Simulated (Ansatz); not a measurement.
Frequency calculation of BSiH$_{6}$ClO

The run: frequency calculation of BSiH$_{6}$ClO. Method and program: RKS LDA/6-31G* (Ansatz 0.2.0).

It belongs to a series of runs on one base structure; here: vibrations at the highest image of the band. Figures and captions count atoms from 1; the log counts them from 0 in places.

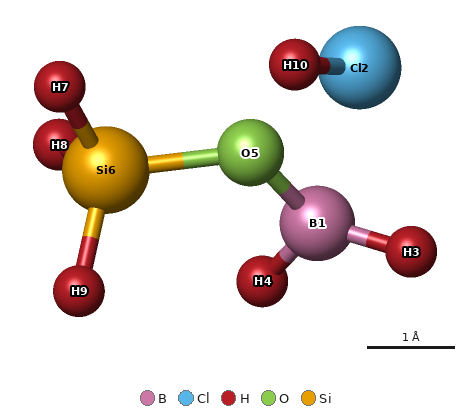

Fig. 1: The structure (ball-and-stick view, seen at a tilt; atoms are numbered from 1 in the order of the input). Bond lengths as drawn: B–H 1.20 to 1.21 Å, B–O 1.47 Å, Cl–H 1.45 Å, H–Si 1.50 Å and O–Si 1.69 Å.

## Input
```yaml
crystal:
  periodic: [false, false, false]
  atoms:
    - { symbol: B, position_ang: [0.034202, -0.314381, -0.016532] }
    - { symbol: Cl, position_ang: [-0.159158, -0.030088, 2.143894] }
    - { symbol: H, position_ang: [0.96001, 0.414342, -0.260531] }
    - { symbol: H, position_ang: [-1.079867, -0.110204, -0.447291] }
    - { symbol: O, position_ang: [0.387036, -1.717242, 0.225575] }
    - { symbol: Si, position_ang: [-0.721617, -2.894672, -0.270361] }
    - { symbol: H, position_ang: [-0.132754, -4.21311, 0.12014] }
    - { symbol: H, position_ang: [-2.036374, -2.673584, 0.417764] }
    - { symbol: H, position_ang: [-0.882639, -2.806124, -1.754968] }
    - { symbol: H, position_ang: [0.291562, -1.278434, 1.560711] }
basis:
  gaussian: { orbitals: "6-31G*" }
hamiltonian:
  xc: lda
phonons: {}
```

Launch command:
```bash
ansatz run input.yaml --threads 1 --pin off --max-ram 2048MiB --backend cpu --events-out ev --progress --plain --runs-dir out
```

## The program's output
```
Engine: ansatz 0.2.0, x86_64-unknown-linux-gnu
Functional definition: SPW92
  exchange = slater_x
  correlation = pw_c
985 factors; their error is unknown
mean field evaluation 1: about -23120.8381 eV, gradient 4.7e1 eV
mean field evaluation 2: about -23099.9344 eV, gradient 1.1e2 eV
mean field evaluation 4: about -23125.1595 eV, gradient 4.4e0 eV
mean field evaluation 8: about -23125.2111 eV, gradient 6.8e-2 eV
mean field evaluation 16: about -23125.1460 eV, gradient 5.5e-5 eV
mean field -23125.14596872 eV, -849.8334395635 hartree, gradient 5.5e-5 eV, S^2 0.000000; 0 other end points of the search recorded, 0 dependent functions left out
the calculation of the forces begins
reference -23125.14600108 eV, -849.8334407526 hartree; 25, 25 occupied and 55, 55 virtual orbitals, 985 factors
these checks for a lower state are left out or cut short: stability, starts, cluster_reference, orbital_swaps, neighbouring_geometries, increment
985 factors; their error is unknown
mean field -23125.14583356 eV, -849.8334345966 hartree, gradient 2.8e-6 eV, S^2 0.000000; 0 other end points of the search recorded, 0 dependent functions left out
[... from here on the field's lines of each further geometry are left out, up to the last ...]
the calculation of the forces begins
reference -23125.14593297 eV, -849.8334382498 hartree; 25, 25 occupied and 55, 55 virtual orbitals, 985 factors
these checks for a lower state are left out or cut short: stability, starts, cluster_reference, orbital_swaps, neighbouring_geometries, increment
985 factors; their error is unknown
mean field -23125.14603215 eV, -849.8334418946 hartree, gradient 2.6e-6 eV, S^2 0.000000; 0 other end points of the search recorded, 0 dependent functions left out
the calculation of the forces begins
reference -23125.14606451 eV, -849.8334430837 hartree; 25, 25 occupied and 55, 55 virtual orbitals, 985 factors
WARN: phonons: modes at or below zero, which the zero-point energy, F, S and C_V leave out: 1, the lowest at -668.75 cm⁻¹. A minimum has none, and a first-order saddle one
Total energy: -23125.14600108 eV, -849.8334407526 hartree
Atom 0 at     0.034202    -0.314381    -0.016532 Å, force    -0.002665    -0.011477     0.007552 eV/Å
Atom 1 at    -0.159158    -0.030088     2.143894 Å, force    -0.005102     0.010365     0.012080 eV/Å
Atom 2 at     0.960010     0.414342    -0.260531 Å, force    -0.001646    -0.001946    -0.005432 eV/Å
Atom 3 at    -1.079867    -0.110204    -0.447291 Å, force    -0.000857    -0.006160    -0.002240 eV/Å
Atom 4 at     0.387036    -1.717242     0.225575 Å, force     0.027186     0.034417     0.027943 eV/Å
Atom 5 at    -0.721617    -2.894672    -0.270361 Å, force    -0.019358    -0.020772    -0.017870 eV/Å
Atom 6 at    -0.132754    -4.213110     0.120140 Å, force    -0.005170     0.001554     0.007023 eV/Å
Atom 7 at    -2.036374    -2.673584     0.417764 Å, force     0.002743     0.000254    -0.003743 eV/Å
Atom 8 at    -0.882639    -2.806124    -1.754968 Å, force    -0.002392     0.005857     0.001038 eV/Å
Atom 9 at     0.291562    -1.278434     1.560711 Å, force     0.007260    -0.012093    -0.026353 eV/Å
Dipole moment:    -0.116928    -0.423297    -0.064248 e Å
Vibrations: -668.75 73.24 117.23 186.57 374.94 426.20 604.01 666.52 681.98 760.32 795.10 892.57 894.26 905.84 971.19 1013.60 1050.11 1206.89 1574.96 2184.87 2210.50 2220.18 2525.89 2649.14 cm⁻¹, zero-point energy 1.548942 eV
```

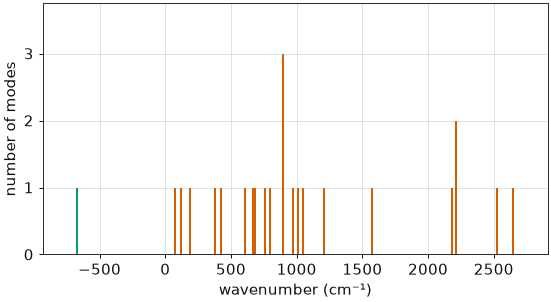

Fig. 2: Harmonic vibrational wavenumbers from the force constants; neighbouring modes closer than 15 cm⁻¹ are counted in one stick, and imaginary ones are drawn at negative wavenumbers. 24 modes from 669i to 2649 cm⁻¹, 1 imaginary beyond 8i (669i cm⁻¹): a first-order saddle point, if the geometry is stationary.

## Summary

| quantity | value |
| --- | --- |
| outcome | converged |
| total energy | −23125.1460 eV |
| mean-field energy | −23125.1460 eV |
| largest force (length of the vector) | 0.052 eV/Å |
| hardware | 1 thread of Intel Xeon (Granite Rapids), 32 GiB of memory available, shared host |
| wall time | 37 s |
| peak memory | 0.13 GiB |
